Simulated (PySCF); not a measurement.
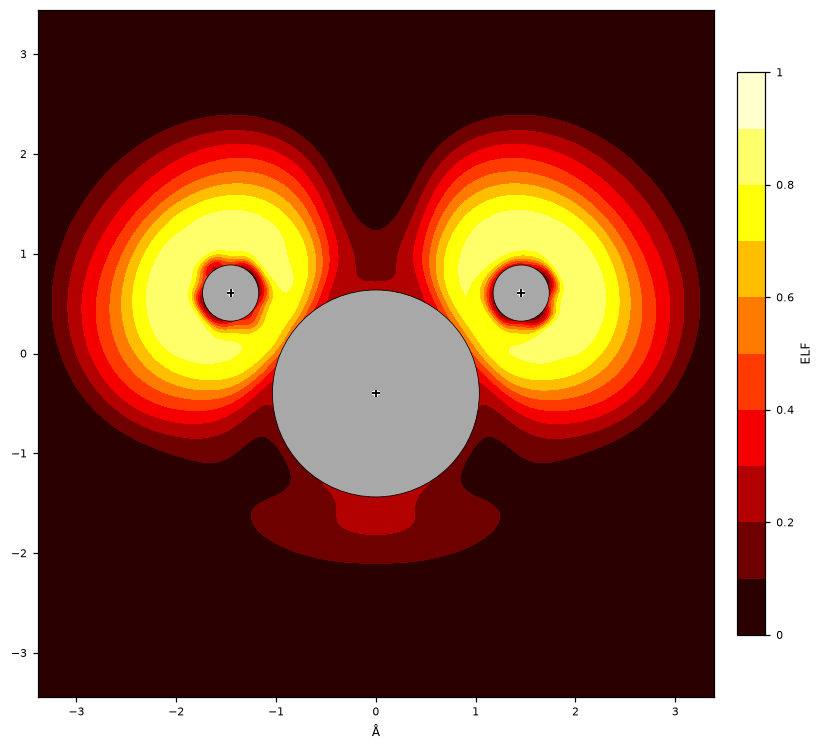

The electron localisation function on a plane through atoms (crosses mark nuclei in the plane; grey discs cover the cores).

Method: PySCF 2.14.0, density-fitted response routines, DFT single point, gas phase, functional B3LYP.

Candidates:
A. C6H6NO (SMILES Nc1cccc([O-])c1) (charge −1)
B. C4H7N (SMILES CCCC#[N+]) (charge +1, doublet)
C. NO3Os (SMILES [N]#[Os-](=[O])(=[O])=[O]) (charge −1)

Question: Which system is this?

Answer: Candidate C: NO3Os on the plane of atoms O2, Os1 and O3, which holds Os and O. Os–O (1.77 Å): the ELF peaks at about 0.75 in the valence shell of O, 0.5 Å from its nucleus, and drops to about 0.35 between the two atoms.
